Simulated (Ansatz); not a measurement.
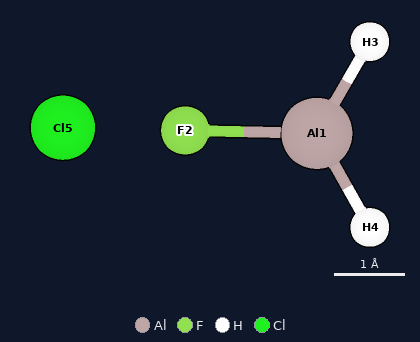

*The input geometry (ball-and-stick view, seen at a tilt; atoms are numbered from 1 in the order of the input). Sticks mark near contacts.*

# Geometry relaxation, with input and output: AlH$_{2}$ClF

System: AlH$_{2}$ClF, multiplicity 2.
Method: UKS PBE0/def2-SVP (Ansatz 0.2.0).

The input holds or restrains some coordinates. It belongs to a series of runs on one base structure; here: pulled along the bonds that form and break, towards end B. Figures and captions count atoms from 1; the log counts them from 0 in places.

### Input file
```yaml
crystal:
  periodic: [false, false, false]
  atoms:
    - { symbol: Al, position_ang: [0.0, 0.0, 0.0] }
    - { symbol: F, position_ang: [0.0, 0.0, 1.94] }
    - { symbol: H, position_ang: [1.351, 0.0, -0.78] }
    - { symbol: H, position_ang: [-1.351, 0.0, -0.78] }
    - { symbol: Cl, position_ang: [0.0, 0.0, 3.74] }
magnetization:
  spin_polarized: true
  initial_magnetization: 1
basis:
  gaussian: { orbitals: def2-SVP }
hamiltonian:
  xc: pbe0
relax:
  f_tol: 0.15
  max_steps: 25
  restrain:
    - { distance: [1, 4], at: 1.5, k: 30.0 }
    - { distance: [0, 1], at: 2.89, k: 30.0 }
output:
  orbitals: {}
```

Hardware: 1 thread of Arm Neoverse V1, 24 GiB of memory available, shared host.

Launched with:
```bash
ansatz run input.yaml --threads 1 --pin off --max-ram 2048MiB --backend cpu --events-out ev --progress --plain --runs-dir out
```

### Log
```
The last accepted step is kept in [file] (removed where the run ends without a failure and the disk answers)
Engine: ansatz 0.2.0, aarch64-unknown-linux-gnu
Functional definition: PBE0
  parameter a = 0.25
  parameter kappa = 0.804
  parameter beta = 0.06672455060314922
  exchange = (1 - a)*pbe_x(kappa = kappa, mu = beta*pi^2/3) + a*exact_x
  correlation = pbe_c(beta = beta)
592 factors; integrals over basis functions are off by at most 4.2e-4 eV
mean field evaluation 1: about -21847.2834 eV, gradient 1.7e1 eV
mean field evaluation 2: about -21846.1124 eV, gradient 2.7e1 eV
mean field evaluation 4: about -21848.5150 eV, gradient 6.3e-1 eV
mean field evaluation 8: about -21848.5376 eV, gradient 2.1e-2 eV
mean field evaluation 16: about -21848.5376 eV, gradient 5.1e-5 eV
mean field -21848.53762421 eV, -802.9189482189 hartree, gradient 5.1e-5 eV, S^2 0.752296; 0 other end points of the search recorded, 0 dependent functions left out
the calculation of the forces begins
reference -21848.53765125 eV, -802.9189492128 hartree; 21, 20 occupied and 39, 40 virtual orbitals, 592 factors
relax step   1: F+E_penalty+E_count = -21848.53762421 eV  Δ(F+E_penalty+E_count) = +0.000e0 eV  max|allowed force component| = 9.035e0 eV/Å  E_restraint = 14.88750000 eV  max|allowed force component, restraints' pulls added| = 2.847e1 eV/Å  Δτ_max = 0.0000 Å  (29 SCF iters, accepted)
  distance F 1 - Cl 4 = 1.8000 Å
  distance Al 0 - F 1 = 1.9400 Å
these checks for a lower state are left out or cut short: starts, cluster_reference, orbital_swaps, neighbouring_geometries, increment
592 factors; integrals over basis functions are off by at most 5.5e-4 eV
mean field -21847.23161574 eV, -802.8709532931 hartree, gradient 1.7e-5 eV, S^2 0.755245; 0 other end points of the search recorded, 0 dependent functions left out
the calculation of the forces begins
reference -21847.23164402 eV, -802.8709543323 hartree; 21, 20 occupied and 39, 40 virtual orbitals, 592 factors
relax step   2: F+E_penalty+E_count = -21847.23161574 eV  Δ(F+E_penalty+E_count) = +1.306e0 eV  max|allowed force component| = 7.359e0 eV/Å  E_restraint = 6.24288360 eV  max|allowed force component, restraints' pulls added| = 1.767e1 eV/Å  Δτ_max = 0.1950 Å  (38 SCF iters, accepted)
  distance F 1 - Cl 4 = 1.7326 Å
  distance Al 0 - F 1 = 2.2883 Å
these checks for a lower state are left out or cut short: starts, cluster_reference, orbital_swaps, neighbouring_geometries, increment
592 factors; integrals over basis functions are off by at most 6.2e-4 eV
mean field evaluation 32: about -21846.1435 eV, gradient 2.0e-5 eV
mean field -21846.14354203 eV, -802.8309673217 hartree, gradient 1.9e-5 eV, S^2 0.753381; 0 other end points of the search recorded, 0 dependent functions left out
the calculation of the forces begins
reference -21846.14357106 eV, -802.8309683884 hartree; 21, 20 occupied and 39, 40 virtual orbitals, 592 factors
relax step   3: F+E_penalty+E_count = -21846.14354203 eV  Δ(F+E_penalty+E_count) = +1.088e0 eV  max|allowed force component| = 4.885e0 eV/Å  E_restraint = 0.94222788 eV  max|allowed force component, restraints' pulls added| = 5.369e0 eV/Å  Δτ_max = 0.1951 Å  (42 SCF iters, accepted)
  distance F 1 - Cl 4 = 1.6240 Å
  distance Al 0 - F 1 = 2.6722 Å
these checks for a lower state are left out or cut short: starts, cluster_reference, orbital_swaps, neighbouring_geometries, increment
592 factors; integrals over basis functions are off by at most 6.7e-4 eV
mean field -21846.26146353 eV, -802.8353008569 hartree, gradient 2.5e-5 eV, S^2 0.751984; 0 other end points of the search recorded, 0 dependent functions left out
the calculation of the forces begins
reference -21846.26149280 eV, -802.8353019326 hartree; 21, 20 occupied and 39, 40 virtual orbitals, 592 factors
relax step   4: F+E_penalty+E_count = -21846.26146353 eV  Δ(F+E_penalty+E_count) = -1.179e-1 eV  max|allowed force component| = 3.437e0 eV/Å  E_restraint = 0.17336157 eV  max|allowed force component, restraints' pulls added| = 9.098e-1 eV/Å  Δτ_max = 0.1993 Å  (37 SCF iters, accepted)
  distance F 1 - Cl 4 = 1.6073 Å
  distance Al 0 - F 1 = 2.8838 Å
these checks for a lower state are left out or cut short: starts, cluster_reference, orbital_swaps, neighbouring_geometries, increment
592 factors; integrals over basis functions are off by at most 6.7e-4 eV
mean field -21846.31836516 eV, -802.8373919531 hartree, gradient 2.2e-5 eV, S^2 0.751974; 0 other end points of the search recorded, 0 dependent functions left out
the calculation of the forces begins
reference -21846.31839414 eV, -802.8373930180 hartree; 21, 20 occupied and 39, 40 virtual orbitals, 592 factors
relax step   5: F+E_penalty+E_count = -21846.31836516 eV  Δ(F+E_penalty+E_count) = -5.690e-2 eV  max|allowed force component| = 2.859e0 eV/Å  E_restraint = 0.17061509 eV  max|allowed force component, restraints' pulls added| = 4.742e-1 eV/Å  Δτ_max = 0.1814 Å  (36 SCF iters, accepted)
  distance F 1 - Cl 4 = 1.6066 Å
  distance Al 0 - F 1 = 2.8939 Å
these checks for a lower state are left out or cut short: starts, cluster_reference, orbital_swaps, neighbouring_geometries, increment
592 factors; integrals over basis functions are off by at most 6.9e-4 eV
mean field -21846.31530276 eV, -802.8372794122 hartree, gradient 1.8e-5 eV, S^2 0.751900; 0 other end points of the search recorded, 0 dependent functions left out
the calculation of the forces begins
reference -21846.31533194 eV, -802.8372804843 hartree; 21, 20 occupied and 39, 40 virtual orbitals, 592 factors
relax step   6: F+E_penalty+E_count = -21846.31530276 eV  Δ(F+E_penalty+E_count) = +3.062e-3 eV  max|allowed force component| = 3.212e0 eV/Å  E_restraint = 0.15085767 eV  max|allowed force component, restraints' pulls added| = 9.245e-2 eV/Å  Δτ_max = 0.0671 Å  (36 SCF iters, accepted)
  distance F 1 - Cl 4 = 1.6002 Å
  distance Al 0 - F 1 = 2.8862 Å
592 factors; integrals over basis functions are off by at most 6.9e-4 eV
mean field evaluation 64: about -21846.2903 eV, gradient 1.0e0 eV
```

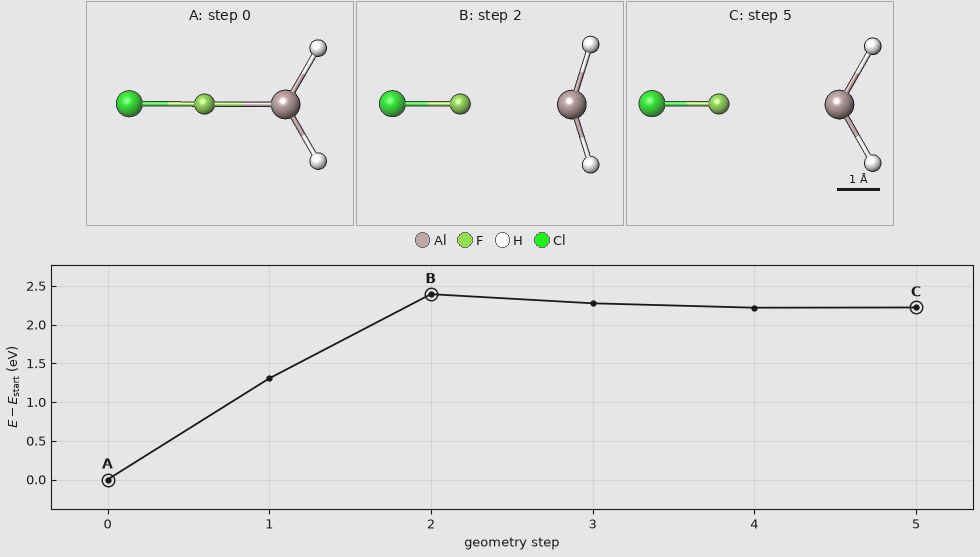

*Frames of the restrained relaxation (ball-and-stick view, seen on its broad side) above the curves, on which the letters mark them (the first geometry is step 0 here and step 1 in the log).*

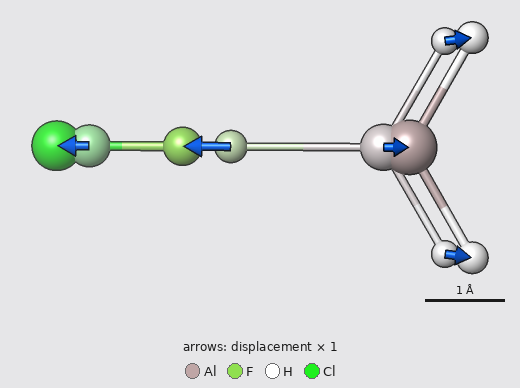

*Start (faint) and end (solid) with the displacements as blue arrows, at true length (ball-and-stick view, seen on its broad side). The two geometries are laid on each other by the best rigid fit.*

F2 moves most after the best rigid fit: 0.61 Å. By element the largest moves are F 0.61 Å, Cl 0.41 Å, H 0.35 Å, Al 0.33 Å. Distances before and after: Al1–F2 1.940 → 2.886 Å, F2–Cl5 1.800 → 1.600 Å, Al1–H3 1.560 → 1.608 Å. Bonds break: Al1–F2 (1.94 → 2.89 Å). The energy rises by 2.222 eV in 5 geometry steps. The largest force component goes from 9 to 3.2 eV/Å. (Atoms are counted from 1 in the order of the input.)

```
mean field -21846.31530276 eV, -802.8372794122 hartree, gradient 1.8e-5 eV, S^2 0.751900; 1 other end points of the search recorded, 0 dependent functions left out
the calculation of the forces begins
reference -21846.31533194 eV, -802.8372804843 hartree; 21, 20 occupied and 39, 40 virtual orbitals, 592 factors
Total energy: -21846.31533194 eV, -802.8372804843 hartree
Atom 0 at     0.000000     0.000000    -0.332131 Å, force     0.000000     0.000000     0.140616 eV/Å
Atom 1 at    -0.000000    -0.000000     2.554109 Å, force    -0.000000     0.000000    -3.211704 eV/Å
Atom 2 at     1.397089     0.000000    -1.128151 Å, force    -0.057061    -0.000000    -0.003423 eV/Å
Atom 3 at    -1.397089     0.000000    -1.128151 Å, force     0.057061    -0.000000    -0.003423 eV/Å
Atom 4 at     0.000000     0.000000     4.154324 Å, force     0.000000    -0.000000     3.077935 eV/Å
Dipole moment:     0.000000    -0.000000     0.053381 e Å
```

### Trajectory as extended XYZ (Å, eV, eV/Å), 6 frames, from step=1 to step=6
```
5
Properties=species:S:1:pos:R:3:forces:R:3 step=1 energy=-21848.53762
Al    0.0000    0.0000    0.0000    0.0000   0.0000   2.3525
F     0.0000    0.0000    1.9400    0.0000   0.0000  -9.0346
H     1.3510    0.0000   -0.7800    0.3642   0.0000   0.1800
H    -1.3510    0.0000   -0.7800   -0.3642   0.0000   0.1800
Cl    0.0000    0.0000    3.7400    0.0000   0.0000   6.3220
5
Properties=species:S:1:pos:R:3:forces:R:3 step=2 energy=-21847.23162
Al    0.0000    0.0000   -0.1950    0.0000   0.0000   2.9548
F     0.0000    0.0000    2.0932    0.0000   0.0000  -7.3594
H     1.3892    0.0000   -0.8021    0.8904   0.0000  -0.4407
H    -1.3892    0.0000   -0.8021   -0.8904   0.0000  -0.4407
Cl    0.0000    0.0000    3.8259    0.0000   0.0000   5.2859
5
Properties=species:S:1:pos:R:3:forces:R:3 step=3 energy=-21846.14354
Al    0.0000    0.0000   -0.3901    0.0000   0.0000   2.2797
F     0.0000    0.0000    2.2821    0.0000   0.0000  -4.8852
H     1.4369    0.0000   -0.8390    1.0835   0.0000  -0.9012
H    -1.4369    0.0000   -0.8390   -1.0835   0.0000  -0.9012
Cl    0.0000    0.0000    3.9061    0.0000   0.0000   4.4078
5
Properties=species:S:1:pos:R:3:forces:R:3 step=4 energy=-21846.26146
Al    0.0000    0.0000   -0.4024    0.0000   0.0000   1.0967
F     0.0000    0.0000    2.4814    0.0000   0.0000  -3.4367
H     1.4447    0.0000   -1.0238    0.1822   0.0000  -0.4472
H    -1.4447    0.0000   -1.0238   -0.1822   0.0000  -0.4472
Cl    0.0000    0.0000    4.0887    0.0000   0.0000   3.2344
5
Properties=species:S:1:pos:R:3:forces:R:3 step=5 energy=-21846.31836
Al    0.0000    0.0000   -0.3015    0.0000   0.0000  -0.3195
F     0.0000    0.0000    2.5923    0.0000   0.0000  -2.8594
H     1.3611    0.0000   -1.1848   -0.0780   0.0000   0.2278
H    -1.3611    0.0000   -1.1848    0.0780   0.0000   0.2278
Cl    0.0000    0.0000    4.1989    0.0000   0.0000   2.7232
5
Properties=species:S:1:pos:R:3:forces:R:3 step=6 energy=-21846.31530
Al    0.0000    0.0000   -0.3321    0.0000   0.0000   0.1406
F     0.0000    0.0000    2.5541    0.0000   0.0000  -3.2117
H     1.3971    0.0000   -1.1282   -0.0571   0.0000  -0.0034
H    -1.3971    0.0000   -1.1282    0.0571   0.0000  -0.0034
Cl    0.0000    0.0000    4.1543    0.0000   0.0000   3.0779
```

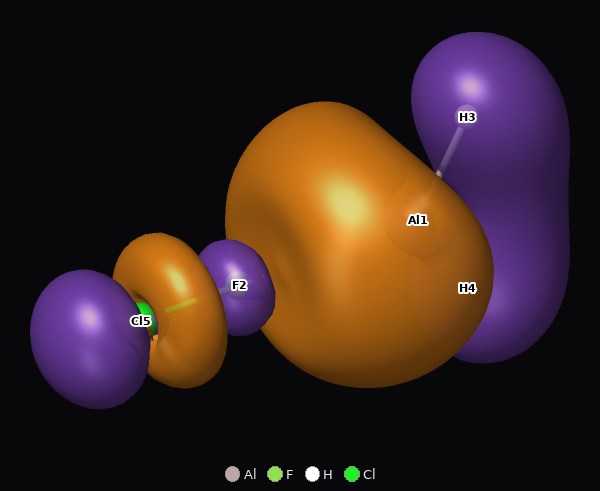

*The HOMO (α) at ±0.06 Å⁻³ᐟ² (orange and purple are the two phases), seen at a tilt.*

Its weight (Hirshfeld) is mainly on Al1 (65 %), Cl5 (10 %), H3 (10 %) and H4 (10 %); it is symmetric in the molecular plane (σ or in-plane lone-pair type). Its energy is −5.32 eV.

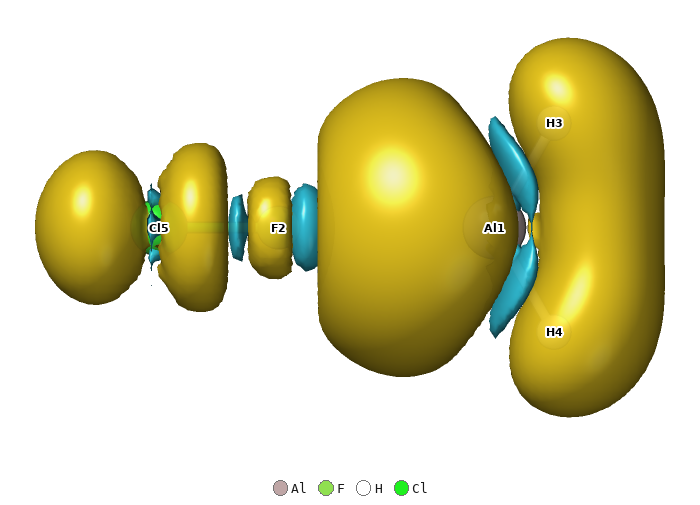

*Isosurfaces of the spin density at +0.003 (yellow) and −0.003 e/Å³ (cyan), seen face on.*

The unpaired spin (1 electron) lies mostly on Al1 (about 0.7), Cl5 (about 0.1), H3 (about 0.1) and H4 (about 0.1), in electrons by Hirshfeld's partition.

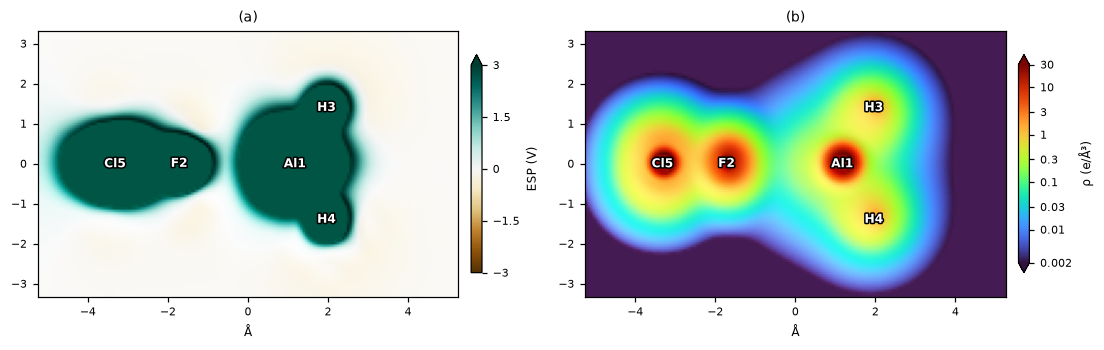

*(a) electrostatic potential; (b) electron density on the molecular plane.*

The section cuts through Al, F, H and Cl sites. Al1···F2 (2.89 Å): ρ is about 0.11 e/Å³ halfway. Cl–F (1.60 Å): ρ is about 1.5 e/Å³ halfway.

### Key numbers

| quantity | value |
| --- | --- |
| outcome | converged under the restraints of the input |
| total energy | −21846.3153 eV |
| mean-field energy | −21846.3153 eV |
| ⟨S²⟩ | 0.752 |
| largest force (length of the vector) at the end, held atoms and coordinates included | 3.212 eV/Å |
| wall time | 21 s |
| peak memory | 0.14 GiB |
